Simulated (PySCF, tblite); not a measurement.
# C₃H₇BS: dynamics, then NMR shifts and electronic excitations on frames, part 2 of 2

tblite 0.8.0 and PySCF 2.14.0. Atoms count from 0. The steps go on from the part before.

## (8) Ultraviolet spectrum: 625 fs, PBE0/def2-SVPD

What the job is given:

```
{"job": {"kind": "uv", "xc": "PBE0", "basis": "def2-SVPD", "nstates": 5, "ntriplets": 0}, "charge": 0, "multiplicity": 1}
C      2.061500    -0.579500    -0.347500
C      0.726600    -0.720800    -0.331400
B     -0.266500     0.033900     0.481900
S     -1.973600    -0.485100     0.160100
C     -3.081900     0.535200     1.180300
H      2.637800    -1.347200    -0.862300
H      2.508100     0.235400     0.184000
H      0.395300    -1.522900    -0.931400
H     -0.002000     0.782500     1.312000
H     -4.074300     0.439100     0.757200
H     -3.085600     0.099000     2.200000
H     -2.759800     1.594800     1.200700
```

Method: TDDFT PBE0/def2-SVPD, vertical, gas phase, core orbitals frozen in the response.

The program printed:

```text
coarse grid: 10312 points
cycle   1  E = -540.9345132665  dE =  3.332e-01  |g| = 3.145e-01  |ddm| = 4.680e+00
cycle   2  E = -540.9248749309  dE =  9.638e-03  |g| = 3.712e-01  |ddm| = 9.814e-01
cycle   3  E = -540.9634690572  dE = -3.859e-02  |g| = 8.592e-02  |ddm| = 5.822e-01
cycle   4  E = -540.9653354780  dE = -1.866e-03  |g| = 2.330e-02  |ddm| = 1.325e-01
cycle   5  E = -540.9654711643  dE = -1.357e-04  |g| = 6.988e-03  |ddm| = 3.916e-02
cycle   6  E = -540.9654866421  dE = -1.548e-05  |g| = 1.524e-03  |ddm| = 1.389e-02
cycle   7  E = -540.9654873032  dE = -6.610e-07  |g| = 5.249e-04  |ddm| = 3.211e-03
final grid: 94184 points
cycle   8  E = -541.0232341981  dE = -1.911e-05  |g| = 7.695e-03  |ddm| = 8.007e-02
cycle   9  E = -541.0232233346  dE =  1.086e-05  |g| = 9.763e-03  |ddm| = 2.233e-02
cycle  10  E = -541.0232507963  dE = -2.746e-05  |g| = 7.092e-04  |ddm| = 1.323e-02
cycle  11  E = -541.0232509608  dE = -1.646e-07  |g| = 2.050e-04  |ddm| = 1.553e-03
cycle  12  E = -541.0232509705  dE = -9.656e-09  |g| = 7.798e-05  |ddm| = 3.336e-04
cycle  13  E = -541.0232509719  dE = -1.437e-09  |g| = 2.990e-05  |ddm| = 1.353e-04
cycle  14  E = -541.0232509722  dE = -2.498e-10  |g| = 8.291e-06  |ddm| = 5.493e-05
converged SCF energy = -541.0232509722

Static polarisability (au): isotropic 79.310, principal 52.713 64.671 120.545

Singlet excitations
state   eV       nm        f      main configurations
  1   4.8646    254.9   0.36968   H->L 0.94
  2   5.2670    235.4   0.01932   H-1->L 0.88, H-2->L 0.09
  3   5.9284    209.1   0.00242   H-3->L 0.73, H-2->L 0.23
  4   6.3069    196.6   0.10976   H-2->L 0.56, H-3->L 0.22
  5   6.4490    192.3   0.02405   H->L+1 0.83
```

It took 11 s on 1 thread of Intel Xeon Platinum 8488C, shared host; peak memory 0.74 GiB.

In short: HOMO -7.11 eV, LUMO -1.73 eV; lowest singlet 4.86 eV.

## (9) NMR shieldings: 800 fs, PBE0/pcSseg-1

What the job is given:

```
{"job": {"kind": "nmr", "xc": "PBE0", "basis": "pcSseg-1", "pop": false}, "charge": 0, "multiplicity": 1}
C      2.073600    -0.171300    -0.818700
C      0.814800    -0.506400    -0.570600
B     -0.271500     0.010000     0.453700
S     -1.967600    -0.444000     0.170800
C     -2.937300     0.536600     1.319800
H      2.670300    -0.532000    -1.694100
H      2.650500     0.492500    -0.221600
H      0.331000    -1.146200    -1.332500
H      0.044200     0.732600     1.308300
H     -3.759600    -0.015500     1.664500
H     -2.365100     0.903000     2.226600
H     -3.283400     1.400200     0.709700
```

Method: GIAO PBE0/pcSseg-1 NMR shielding, non-relativistic, gas phase.

The program printed:

```text
coarse grid: 10312 points
cycle   1  E = -541.1436795184  dE =  3.253e-01  |g| = 2.961e-01  |ddm| = 2.993e+00
cycle   2  E = -541.1435438050  dE =  1.357e-04  |g| = 3.080e-01  |ddm| = 6.010e-01
cycle   3  E = -541.1695419860  dE = -2.600e-02  |g| = 5.760e-02  |ddm| = 3.149e-01
cycle   4  E = -541.1702458396  dE = -7.039e-04  |g| = 2.653e-02  |ddm| = 6.350e-02
cycle   5  E = -541.1704136915  dE = -1.679e-04  |g| = 7.063e-03  |ddm| = 2.377e-02
cycle   6  E = -541.1704285341  dE = -1.484e-05  |g| = 1.651e-03  |ddm| = 9.929e-03
cycle   7  E = -541.1704291327  dE = -5.986e-07  |g| = 4.823e-04  |ddm| = 2.080e-03
final grid: 94184 points
cycle   8  E = -541.2011906570  dE = -2.119e-05  |g| = 7.589e-03  |ddm| = 2.242e-02
cycle   9  E = -541.2011825619  dE =  8.095e-06  |g| = 9.328e-03  |ddm| = 1.432e-02
cycle  10  E = -541.2012057301  dE = -2.317e-05  |g| = 5.505e-04  |ddm| = 8.870e-03
cycle  11  E = -541.2012058236  dE = -9.347e-08  |g| = 1.515e-04  |ddm| = 9.328e-04
cycle  12  E = -541.2012058288  dE = -5.193e-09  |g| = 4.859e-05  |ddm| = 1.746e-04
cycle  13  E = -541.2012058294  dE = -6.246e-10  |g| = 1.872e-05  |ddm| = 6.916e-05
converged SCF energy = -541.2012058294

GIAO shielding tensors (ppm)
atom      isotropic    diamagn.    paramagn.     s11        s22        s33       span
  0 C       43.815     252.600    -208.785    -63.980     32.813    162.613    226.593
  1 C       40.865     259.079    -218.214    -73.752     20.680    175.667    249.419
  2 B       36.528     193.630    -157.102    -19.788     22.494    106.880    126.668
  3 S      416.853    1059.791    -642.938    149.923    519.937    580.699    430.776
  4 C      164.074     249.970     -85.896    141.924    162.090    188.209     46.285
  5 H       24.716      27.979      -3.264     23.106     23.851     27.190      4.084
  6 H       25.798      31.637      -5.839     23.311     25.488     28.595      5.284
  7 H       24.791      32.226      -7.435     21.063     23.123     30.189      9.127
  8 H       24.879      31.967      -7.089     20.001     25.870     28.766      8.765
  9 H       30.109      28.987       1.123     25.133     27.933     37.262     12.129
 10 H       28.126      28.426      -0.300     23.740     26.288     34.351     10.611
 11 H       28.167      28.261      -0.094     22.344     26.495     35.661     13.317
```

Run time: 7.3 s. Hardware: 1 thread of Intel Xeon Platinum 8488C, shared host; peak memory 0.61 GiB.

In short: δ C1 146.1, C0 143.1, C4 22.9, B2 63.5, H5 7.00, H7 6.93 ppm.

## (10) Ultraviolet spectrum: 800 fs, PBE0/def2-SVPD

Same as in step 9 but for these lines:

```diff
@@ -1,2 +1,2 @@
-{"job": {"kind": "nmr", "xc": "PBE0", "basis": "pcSseg-1", "pop": false}, "charge": 0, "multiplicity": 1}
+{"job": {"kind": "uv", "xc": "PBE0", "basis": "def2-SVPD", "nstates": 5, "ntriplets": 0}, "charge": 0, "multiplicity": 1}
 C      2.073600    -0.171300    -0.818700
```

Method: TDDFT PBE0/def2-SVPD, vertical, gas phase, core orbitals frozen in the response.

The program printed:

```text
coarse grid: 10312 points
cycle   1  E = -540.9375901131  dE =  2.866e-01  |g| = 2.831e-01  |ddm| = 4.498e+00
cycle   2  E = -540.9358237137  dE =  1.766e-03  |g| = 3.038e-01  |ddm| = 8.517e-01
cycle   3  E = -540.9622422194  dE = -2.642e-02  |g| = 5.934e-02  |ddm| = 4.252e-01
cycle   4  E = -540.9630256429  dE = -7.834e-04  |g| = 2.644e-02  |ddm| = 9.904e-02
cycle   5  E = -540.9632012103  dE = -1.756e-04  |g| = 7.005e-03  |ddm| = 3.829e-02
cycle   6  E = -540.9632166567  dE = -1.545e-05  |g| = 1.368e-03  |ddm| = 1.328e-02
cycle   7  E = -540.9632171820  dE = -5.253e-07  |g| = 4.714e-04  |ddm| = 2.870e-03
final grid: 94184 points
cycle   8  E = -541.0208007525  dE = -2.063e-05  |g| = 7.434e-03  |ddm| = 6.575e-02
cycle   9  E = -541.0207918616  dE =  8.891e-06  |g| = 9.220e-03  |ddm| = 2.072e-02
cycle  10  E = -541.0208161917  dE = -2.433e-05  |g| = 5.553e-04  |ddm| = 1.206e-02
cycle  11  E = -541.0208162957  dE = -1.040e-07  |g| = 1.495e-04  |ddm| = 1.253e-03
cycle  12  E = -541.0208163015  dE = -5.788e-09  |g| = 4.876e-05  |ddm| = 2.841e-04
cycle  13  E = -541.0208163022  dE = -7.099e-10  |g| = 1.666e-05  |ddm| = 1.033e-04
converged SCF energy = -541.0208163022

Static polarisability (au): isotropic 79.002, principal 53.133 65.966 117.908

Singlet excitations
state   eV       nm        f      main configurations
  1   5.1815    239.3   0.37477   H->L 0.89, H-1->L 0.09
  2   5.2988    234.0   0.04844   H-1->L 0.65, H-2->L 0.19
  3   5.8384    212.4   0.00454   H-3->L 0.91
  4   6.2424    198.6   0.07576   H-2->L 0.74, H-1->L 0.17
  5   6.5687    188.7   0.00171   H->L+1 0.86
```

Wall time 11 s (1 thread of Intel Xeon Platinum 8488C, shared host); peak memory 0.74 GiB.

Key values: HOMO -7.32 eV, LUMO -1.59 eV; lowest singlet 5.18 eV.

## (11) Shielding tensors: 1000 fs, PBE0/pcSseg-1

What the job is given:

```
{"job": {"kind": "nmr", "xc": "PBE0", "basis": "pcSseg-1", "pop": false}, "charge": 0, "multiplicity": 1}
C      2.117600    -0.461400    -0.216300
C      0.857800    -0.339700    -0.610000
B     -0.290200     0.099500     0.336700
S     -1.848800    -0.780700     0.381200
C     -2.800800    -0.054900     1.763300
H      2.915100    -0.767900    -0.877700
H      2.373500    -0.465900     0.832200
H      0.543200    -0.566100    -1.620200
H     -0.235000     0.993600     1.200300
H     -3.099600    -0.856200     2.452900
H     -2.166200     0.604200     2.333500
H     -3.597900     0.521500     1.307400
```

With the program's defaults for keys left out, this is: GIAO PBE0/pcSseg-1 NMR shielding, non-relativistic, gas phase.

The program printed:

```text
coarse grid: 10312 points
cycle   1  E = -541.1435388092  dE =  3.235e-01  |g| = 3.009e-01  |ddm| = 2.975e+00
cycle   2  E = -541.1465337849  dE = -2.995e-03  |g| = 2.951e-01  |ddm| = 5.832e-01
cycle   3  E = -541.1698498175  dE = -2.332e-02  |g| = 4.656e-02  |ddm| = 2.924e-01
cycle   4  E = -541.1702351248  dE = -3.853e-04  |g| = 2.773e-02  |ddm| = 5.791e-02
cycle   5  E = -541.1704243585  dE = -1.892e-04  |g| = 5.880e-03  |ddm| = 2.374e-02
cycle   6  E = -541.1704343496  dE = -9.991e-06  |g| = 1.681e-03  |ddm| = 8.261e-03
final grid: 94184 points
cycle   7  E = -541.2016354402  dE = -1.741e-05  |g| = 9.721e-03  |ddm| = 2.387e-02
cycle   8  E = -541.2016191763  dE =  1.626e-05  |g| = 1.237e-02  |ddm| = 1.991e-02
cycle   9  E = -541.2016600675  dE = -4.089e-05  |g| = 8.153e-04  |ddm| = 1.219e-02
cycle  10  E = -541.2016602480  dE = -1.805e-07  |g| = 2.447e-04  |ddm| = 1.016e-03
cycle  11  E = -541.2016602614  dE = -1.334e-08  |g| = 9.015e-05  |ddm| = 2.319e-04
cycle  12  E = -541.2016602634  dE = -2.069e-09  |g| = 2.403e-05  |ddm| = 1.024e-04
cycle  13  E = -541.2016602636  dE = -1.537e-10  |g| = 6.431e-06  |ddm| = 2.856e-05
converged SCF energy = -541.2016602636

GIAO shielding tensors (ppm)
atom      isotropic    diamagn.    paramagn.     s11        s22        s33       span
  0 C       47.242     253.641    -206.399    -67.377     39.044    170.058    237.435
  1 C       40.834     259.077    -218.243    -75.009     28.600    168.910    243.919
  2 B       30.772     194.043    -163.272    -31.088     22.342    101.062    132.150
  3 S      381.284    1059.762    -678.478     75.698    503.194    564.960    489.262
  4 C      159.331     253.084     -93.753    131.093    155.637    191.262     60.169
  5 H       25.459      29.127      -3.668     22.521     25.490     28.367      5.846
  6 H       25.742      31.416      -5.674     22.381     25.198     29.646      7.265
  7 H       24.676      31.910      -7.234     21.164     24.614     28.249      7.085
  8 H       23.878      30.821      -6.942     18.673     24.380     28.582      9.910
  9 H       28.643      28.315       0.329     23.991     26.359     35.580     11.589
 10 H       29.465      31.579      -2.114     25.637     27.879     34.881      9.244
 11 H       28.581      28.868      -0.287     23.339     26.681     35.723     12.384
```

Run time: 7.8 s. Hardware: 1 thread of Intel Xeon Platinum 8488C, shared host; peak memory 0.61 GiB.

In short: δ C1 146.1, C0 139.7, C4 27.6, B2 69.3, H8 7.84, H7 7.04 ppm.

## (12) Excited states and response: 1000 fs, PBE0/def2-SVPD

Same as in step 11 but for these lines:

```diff
@@ -1,2 +1,2 @@
-{"job": {"kind": "nmr", "xc": "PBE0", "basis": "pcSseg-1", "pop": false}, "charge": 0, "multiplicity": 1}
+{"job": {"kind": "uv", "xc": "PBE0", "basis": "def2-SVPD", "nstates": 5, "ntriplets": 0}, "charge": 0, "multiplicity": 1}
 C      2.117600    -0.461400    -0.216300
```

Level: TDDFT PBE0/def2-SVPD, vertical, gas phase, core orbitals frozen in the response.

The program printed:

```text
coarse grid: 10312 points
cycle   1  E = -540.9379403330  dE =  2.840e-01  |g| = 2.870e-01  |ddm| = 4.334e+00
cycle   2  E = -540.9395411243  dE = -1.601e-03  |g| = 2.884e-01  |ddm| = 8.305e-01
cycle   3  E = -540.9628488750  dE = -2.331e-02  |g| = 4.956e-02  |ddm| = 3.947e-01
cycle   4  E = -540.9633275427  dE = -4.787e-04  |g| = 2.753e-02  |ddm| = 8.880e-02
cycle   5  E = -540.9635251966  dE = -1.977e-04  |g| = 5.890e-03  |ddm| = 3.802e-02
cycle   6  E = -540.9635357977  dE = -1.060e-05  |g| = 1.297e-03  |ddm| = 1.145e-02
cycle   7  E = -540.9635362632  dE = -4.655e-07  |g| = 4.065e-04  |ddm| = 2.715e-03
final grid: 94184 points
cycle   8  E = -541.0216534799  dE = -2.342e-05  |g| = 7.902e-03  |ddm| = 8.532e-02
cycle   9  E = -541.0216438552  dE =  9.625e-06  |g| = 9.751e-03  |ddm| = 2.231e-02
cycle  10  E = -541.0216709299  dE = -2.707e-05  |g| = 6.002e-04  |ddm| = 1.284e-02
cycle  11  E = -541.0216710494  dE = -1.195e-07  |g| = 1.553e-04  |ddm| = 1.426e-03
cycle  12  E = -541.0216710558  dE = -6.315e-09  |g| = 5.281e-05  |ddm| = 3.260e-04
cycle  13  E = -541.0216710566  dE = -8.151e-10  |g| = 2.125e-05  |ddm| = 1.273e-04
converged SCF energy = -541.0216710566

Static polarisability (au): isotropic 77.311, principal 56.219 65.952 109.760

Singlet excitations
state   eV       nm        f      main configurations
  1   5.0834    243.9   0.24648   H->L 0.81, H-1->L 0.12
  2   5.3298    232.6   0.04195   H-1->L 0.73, H->L 0.13, H-2->L 0.10
  3   5.9568    208.1   0.00660   H-2->L 0.58, H-3->L 0.30
  4   6.2024    199.9   0.01605   H-3->L 0.50, H->L+1 0.31, H-2->L 0.15
  5   6.5632    188.9   0.01424   H->L+1 0.48, H-3->L 0.13, H->L+3 0.11
```

Run time: 11 s. Hardware: 1 thread of Intel Xeon Platinum 8488C, shared host; peak memory 0.74 GiB.

This run: HOMO -7.31 eV, LUMO -1.43 eV; lowest singlet 5.08 eV.

## (13) Run by run: NMR shifts

Shifts (ppm) of some atoms, chosen among heavy atoms and hydrogens apart, with basis size and wall time:

| frame | C1 | C0 | C4 | H9 | H10 | B2 | S3 | functions | time |
| --- | --- | --- | --- | --- | --- | --- | --- | --- | --- |
| 250 fs | 147.3 | 144.7 | 27.4 | 2.82 | 2.74 | 64.5 | 137 | 127 | 7.6 s |
| 425 fs | 154.6 | 153.8 | 28.4 | 3.26 | 3.26 | 62.4 | 80 | 127 | 7.4 s |
| 625 fs | 151.7 | 155.3 | 21.5 | 2.22 | 3.37 | 61.3 | 111 | 127 | 7.7 s |
| 800 fs | 146.1 | 143.1 | 22.9 | 1.61 | 3.59 | 63.5 | 87 | 127 | 7.3 s |
| 1000 fs | 146.1 | 139.7 | 27.6 | 3.07 | 2.25 | 69.3 | 122 | 127 | 7.8 s |

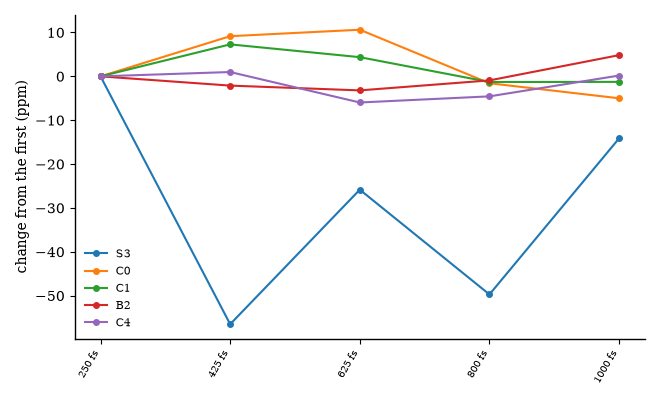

How five of the tabulated atoms move from run to run.

## (14) Comparing the runs: electronic excitations

Excitations and ground-state properties, with basis size and wall time:

| frame | lowest singlet (eV) | brightest (eV) | f | gap (eV) | α (Å³) | μ (D) | functions | time |
| --- | --- | --- | --- | --- | --- | --- | --- | --- |
| 250 fs | 5.14 | 5.14 | 0.300 | 5.79 | 11.62 | 1.03 | 163 | 11 s |
| 425 fs | 5.12 | 5.12 | 0.343 | 5.71 | 11.53 | 1.08 | 163 | 11 s |
| 625 fs | 4.86 | 4.86 | 0.370 | 5.38 | 11.75 | 0.91 | 163 | 11 s |
| 800 fs | 5.18 | 5.18 | 0.375 | 5.74 | 11.71 | 1.22 | 163 | 11 s |
| 1000 fs | 5.08 | 5.08 | 0.246 | 5.88 | 11.46 | 1.01 | 163 | 11 s |

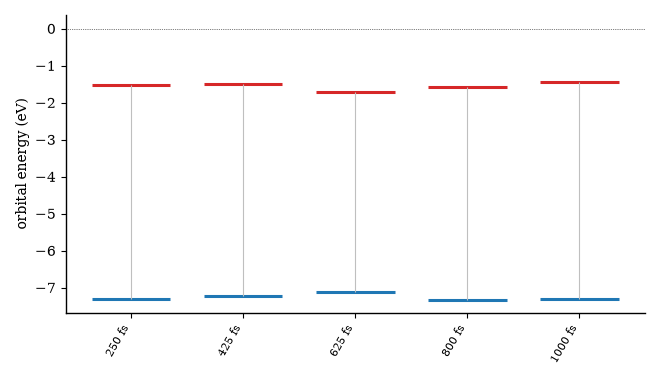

HOMO (blue) and LUMO (red) run by run.

## (15) Results

The summary covers parts 1 to 2.

| quantity | value |
| --- | --- |
| thermostat | 200 K |
| mean temperature, second half | 219 K |
| mean potential energy above the minimum | 0.31 eV |
| 13C shifts against TMS (PBE0/pcSseg-1, 250 fs) | 147.3, 144.7, 27.4 ppm |
| 1H shifts against TMS (PBE0/pcSseg-1, 250 fs) | 7.47, 7.35, 6.62, 5.81, 2.82, 2.74, 2.68 ppm |
| 11B shifts against BF3·OEt2 (PBE0/pcSseg-1, 250 fs) | 64.5 ppm |
| 33S shifts against CS2 (PBE0/pcSseg-1, 250 fs) | 137 ppm |
| lowest singlet (PBE0/def2-SVPD, 250 fs) | 5.14 eV (241 nm), f = 0.300 |
| range of the shift of S3 | 80 to 137 ppm |
| range of the lowest singlet | 4.86 to 5.18 eV |

In the second half the potential energy averages 0.31 eV above the minimum; equipartition over 30 harmonic modes at 200 K would give 0.26 eV. With 12 atoms the temperature swings widely (101 to 349 K). Shifts at one fixed geometry are not the observed spectrum, which averages over the motion. In the first frame run (250 fs): Shielding is most anisotropic at S3 (span 430 ppm, paramagnetic term -692 ppm). The first singlet state (HOMO→LUMO 0.79, HOMO−1→LUMO 0.15) lies at 5.14 eV and is bright. Across the 5 runs the shift of S3 moves most, between 80 (425 fs) and 137 ppm (250 fs). The lowest singlet runs from 4.86 eV (625 fs) to 5.18 eV (800 fs), while the orbital gap spans 5.38 to 5.88 eV. The lowest state need not be the same one in every run.
